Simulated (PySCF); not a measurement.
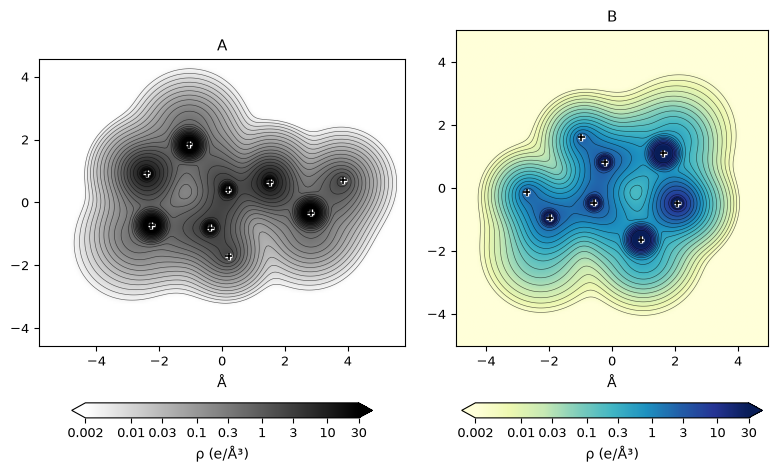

The electron density of 2 systems, each on a plane through atoms (crosses mark nuclei in the plane).

These are results of PySCF 2.14.0, PBE0/pcSseg-1, SCF density, gas phase, non-relativistic, not measurements.

System 1: C₅H₇ClOSi₂, the plane of atoms Si3, O9 and Si8. Geometry: GFN2-xTB.

```yaml
atoms:
  - { symbol: C, position_ang: [-3.1888, 0.3137, -2.2974] }
  - { symbol: C, position_ang: [-2.5323, 0.4885, -1.3057] }
  - { symbol: Si, position_ang: [-1.5139, 0.7854, 0.2101] }
  - { symbol: C, position_ang: [0.3117, 0.9895, -0.2252] }
  - { symbol: C, position_ang: [1.0794, -0.0013, 0.2373] }
  - { symbol: C, position_ang: [2.5463, -0.0802, 0.0042] }
  - { symbol: Cl, position_ang: [3.4050, -0.1924, 1.5718] }
  - { symbol: Si, position_ang: [0.1139, -1.3010, 1.2306] }
  - { symbol: O, position_ang: [-1.3641, -0.6188, 1.0578] }
  - { symbol: H, position_ang: [-3.7637, 0.1518, -3.1643] }
  - { symbol: H, position_ang: [-2.0907, 1.7714, 1.1153] }
  - { symbol: H, position_ang: [0.7211, 1.8069, -0.8041] }
  - { symbol: H, position_ang: [2.8109, -0.9849, -0.5461] }
  - { symbol: H, position_ang: [2.9392, 0.7980, -0.5117] }
  - { symbol: H, position_ang: [0.4199, -1.3184, 2.6531] }
  - { symbol: H, position_ang: [0.0985, -2.5991, 0.5654] }
```

System 2: C₄H₈O₂Si₃, the plane of atoms C4, Si3 and O9. Geometry: GFN2-xTB.

```yaml
atoms:
  - { symbol: C, position_ang: [3.6338, 1.9163, -0.1328] }
  - { symbol: C, position_ang: [2.8725, 1.0511, 0.2092] }
  - { symbol: Si, position_ang: [1.6971, -0.2674, 0.7635] }
  - { symbol: C, position_ang: [-0.0981, 0.2258, 0.5498] }
  - { symbol: C, position_ang: [-0.7272, -0.5133, -0.3724] }
  - { symbol: O, position_ang: [-2.0208, -0.3804, -0.7324] }
  - { symbol: Si, position_ang: [-3.2070, 0.6285, -0.2659] }
  - { symbol: Si, position_ang: [0.3684, -1.8325, -1.1928] }
  - { symbol: O, position_ang: [1.7222, -1.4964, -0.3436] }
  - { symbol: H, position_ang: [4.3019, 2.6698, -0.4389] }
  - { symbol: H, position_ang: [2.0863, -0.8657, 2.0369] }
  - { symbol: H, position_ang: [-0.6113, 1.0114, 1.0863] }
  - { symbol: H, position_ang: [-2.8561, 2.0232, -0.5411] }
  - { symbol: H, position_ang: [-4.2767, 0.1269, -1.1142] }
  - { symbol: H, position_ang: [-3.4942, 0.4861, 1.1639] }
  - { symbol: H, position_ang: [-0.0287, -3.1985, -0.8745] }
  - { symbol: H, position_ang: [0.6309, -1.5728, -2.6025] }
```

Question: Match each panel to its system.

Answer: Panel A is system 2, C₄H₈O₂Si₃: the plane holds Si, C, O and H. C–O (1.35 Å): ρ is about 2.3 e/Å³ halfway, with its minimum of 1.9 e/Å³ about 0.5 Å from C. Panel B is system 1, C₅H₇ClOSi₂: the plane holds Si, C, O and H. Si–O (1.64 Å): ρ at the midpoint is about 1.1 e/Å³.
